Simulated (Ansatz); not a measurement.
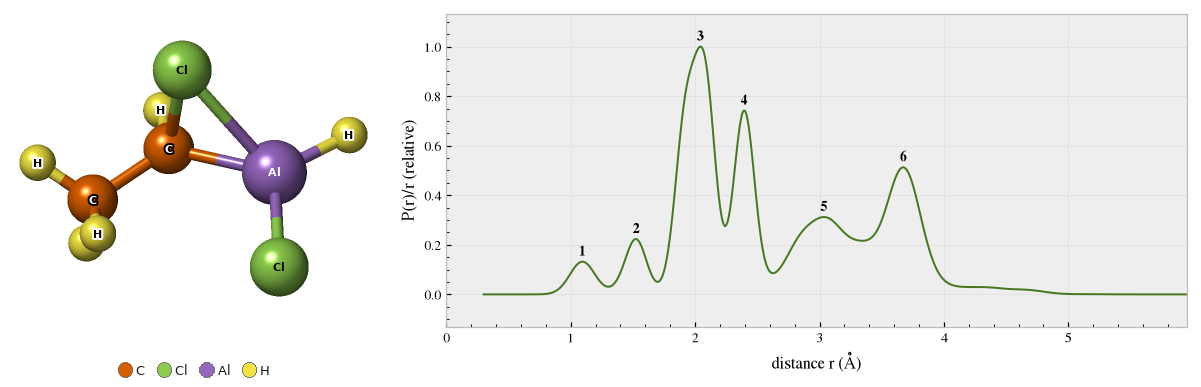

Simulated gas electron diffraction: radial distribution curve of C₂H₅AlCl₂. Each pair of atoms contributes with weight ZᵢZⱼ/r; damping constant 0.002 Å²; vibrational amplitudes assumed, not computed: 0.05 Å for bonds, 0.078 Å for bonds to H, 0.06 + 0.015 r up to 0.15 Å for other pairs. The geometry is the end point of an optimisation (Ansatz 0.2.0, RKS BHLYP/STO-3G); it may be a saddle point or a higher isomer. SMILES: C[CH](Cl)[AlH][Cl].

Read the positions of the numbered peaks and name the main pairs (– for bonds).

Peak 1, 1.09 Å: C–H 1.09–1.10 Å (×4)
Peak 2, 1.52 Å: Al–H 1.47 Å, C–C 1.53 Å, not resolved
Peak 3, 2.04 Å: Al–C 1.90 Å, Cl–C 1.94 Å, Cl–Al 2.08 Å, not resolved
Peak 4, 2.39 Å: Cl–Al 2.39 Å
Peak 5, 3.03 Å: Cl···C 2.84 Å, Cl···H 3.04–3.22 Å (×5), Al···C 3.05 Å, not resolved
Peak 6, 3.67 Å: Cl···Cl 3.66 Å, Cl···C 3.71 Å; in its flanks Cl···C 3.35 Å
